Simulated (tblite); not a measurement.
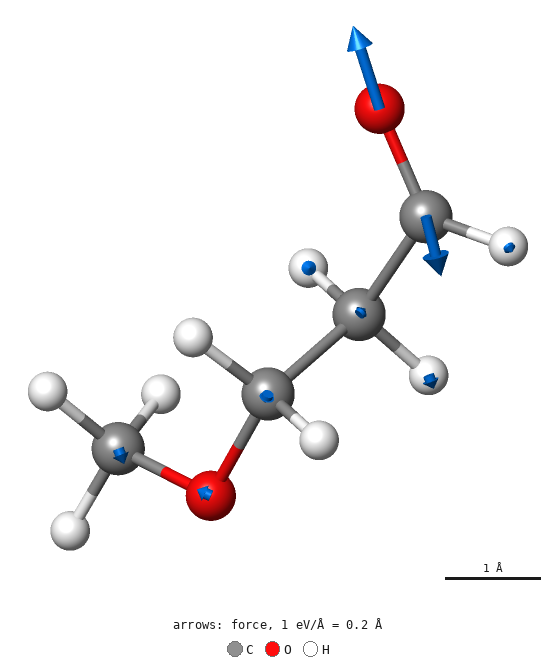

Starting geometry of C$_{4}$H$_{8}$O$_{2}$ (charge −1, multiplicity 2) with the computed forces as blue arrows. Style: ball-and-stick. Shown from a free direction.

The calculation used tblite 0.8.0, GFN2-xTB geometry optimisation, gas phase. 

Question: Is this structure relaxed? If not, where do the atoms go?

Answer: It isn't relaxed: the largest force vector, on an O atom, is 4.69 eV/Å. The final displacements have little in common with the starting forces (cosine between the two patterns 0.16). After 54 geometry steps the energy has fallen by 0.316 eV. An O atom moves most after the best rigid fit: 0.22 Å. By element the largest moves are O 0.22 Å, H 0.19 Å, C 0.09 Å. Near-neighbour distances that change, for instance: C–O 1.244 → 1.307 Å, C–H 1.095 → 1.119 Å, C–O 1.417 → 1.395 Å, C–H 1.113 → 1.094 Å. Among the angles between lasting bonds that change: C–C–H 118.2° → 111.9°, O–C–H 123.6° → 118.1°, O–C–C 112.3° → 117.2°.
